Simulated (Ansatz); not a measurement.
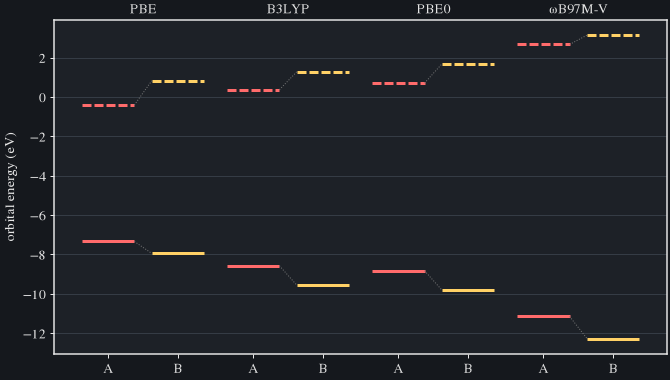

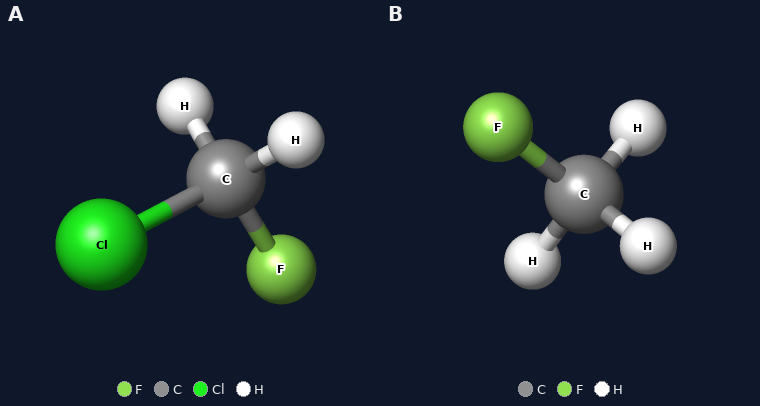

One change: A, CH₂ClF (SMILES FCCl), becomes B, CH₃F (SMILES CF). Cl on C is replaced by H. HOMO (solid) and LUMO (dashed) computed in def2-TZVPP at PBE0-D4/def2-TZVP geometries, both minima by their frequencies, gas phase, the Ansatz code 0.2.0. Empty levels above zero depend strongly on the basis.

Question: What does the change do to HOMO and LUMO?

Answer: PBE: the HOMO falls by 0.61 eV, the LUMO rises by 1.23 eV, and the separation goes from 6.93 to 8.77 eV. B3LYP: the HOMO falls by 0.99 eV, the LUMO rises by 0.92 eV, and the separation goes from 8.94 to 10.85 eV. PBE0: the HOMO falls by 0.99 eV, the LUMO rises by 0.98 eV, and the separation goes from 9.53 to 11.49 eV. ωB97M-V: the HOMO falls by 1.13 eV, the LUMO rises by 0.47 eV, and the separation goes from 13.82 to 15.42 eV.

Question: Do the functionals agree on the effect?

Answer: They agree on the direction for both levels; the HOMO shift lies between −1.13 and −0.61 eV and the LUMO shift between 0.47 and 1.23 eV, while the separations themselves differ by up to 6.9 eV between functionals.
